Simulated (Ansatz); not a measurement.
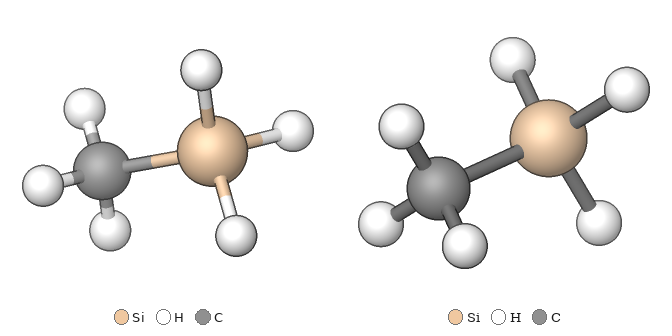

Both panels show the same species.

The geometry was computed by an optimisation with PBE0-D4/def2-TZVP.

Describe the molecule.

The molecule is CH6Si. This geometry has C3v symmetry. Coordination: 1 Si tetrahedral; 1 C tetrahedral.

The parts below concern this one geometry. Atoms keep their numbers from picture to picture.

## Geometry

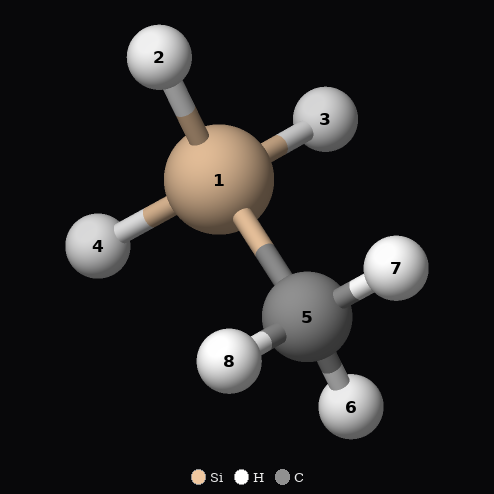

The atoms are numbered.

What are the angles H2–Si1–H3, H2–Si1–C5, Si1–C5–H6, H6–C5–H7?

```csv
angle,degrees
H2–Si1–H3,108.2
H2–Si1–C5,110.7
Si1–C5–H6,110.8
H6–C5–H7,108.1
```

## Dipole moment

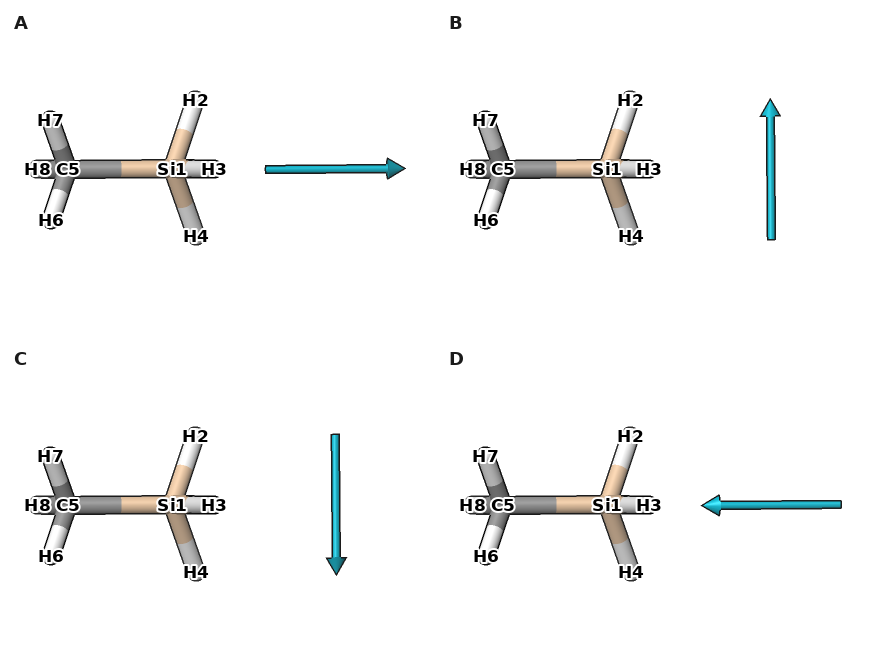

The same molecule four times, each with an arrow. Properties computed with RKS PBE0-D4/def2-TZVP (Ansatz 0.2.0).

**Which arrow points along the dipole moment, from the negative to the positive end?**

D. The dipole moment is 0.83 D; it points from the side of H2, H3, H4 to the side of H6, H7, H8 (the outermost atoms at the two ends).

## Electronic properties

Level of theory: RKS PBE0-D4/def2-TZVPP (Ansatz 0.2.0).

**What is the HOMO energy (Kohn–Sham orbital)?**

−9.23 eV.

**What is the LUMO energy (Kohn–Sham orbital)?**

0.69 eV.

**Give the dispersion correction at this level.**

−8.1 kJ/mol.

## Vibrations

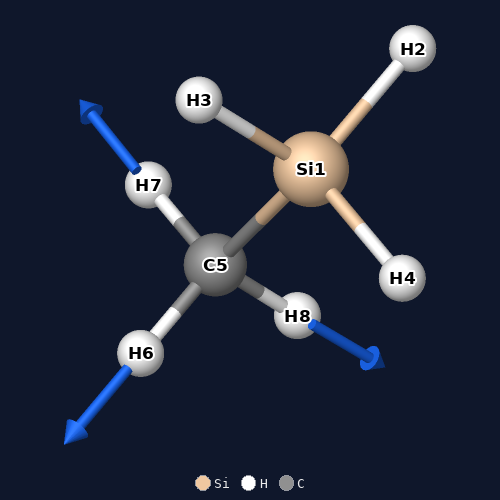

The arrows show one normal mode. Harmonic vibrations computed with RKS PBE0-D4/def2-TZVP (Ansatz 0.2.0) at a stationary point of the same level.

**What kind of motion is it?**

Mostly in-phase stretching of 3 C–H bonds.

**Estimate its harmonic wavenumber.**

3055 cm⁻¹; it is mode 16 of 18 counted from the lowest.
